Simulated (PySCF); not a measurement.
```tsv
atom	x (Å)	y (Å)	z (Å)
Tl	0.0000	0.0000	-0.0097
H	0.0000	0.0000	1.9673
```

Core potentials replace the inner electrons of Tl.

Method: PBE0/def2-SVPD, non-relativistic Hamiltonian with scalar-relativistic core potentials where named, at a bond length of 1.977 Å (PySCF).

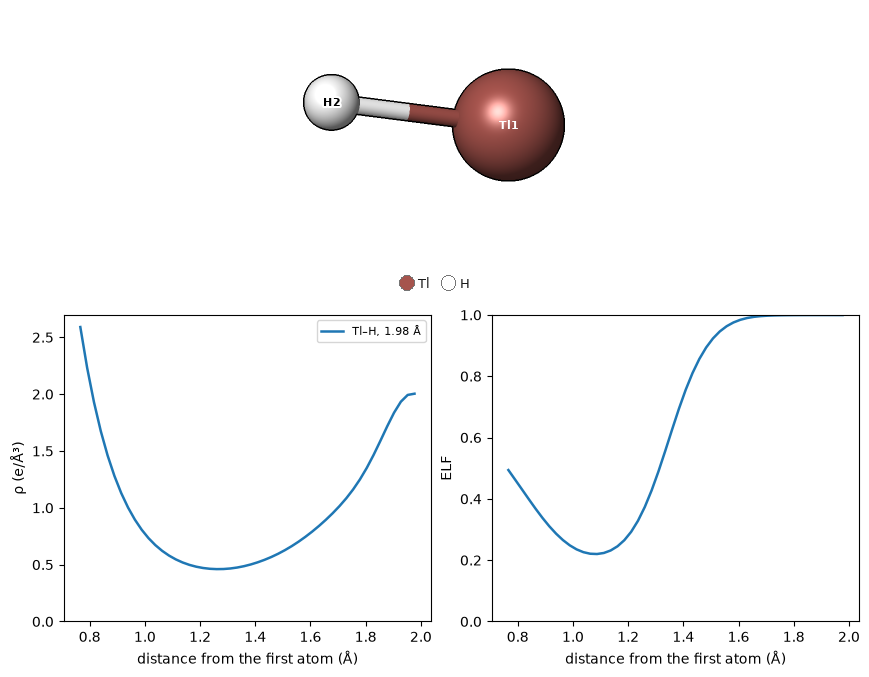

TlH (charge −1, doublet). Electron density and ELF along straight lines between neighbouring atoms. The curves leave out the atomic cores. The structure is drawn too.

What can be read from the curves?

Tl–H (1.98 Å): ρ is about 0.81 e/Å³ halfway; the ELF climbs to about 1 towards the hydrogen.
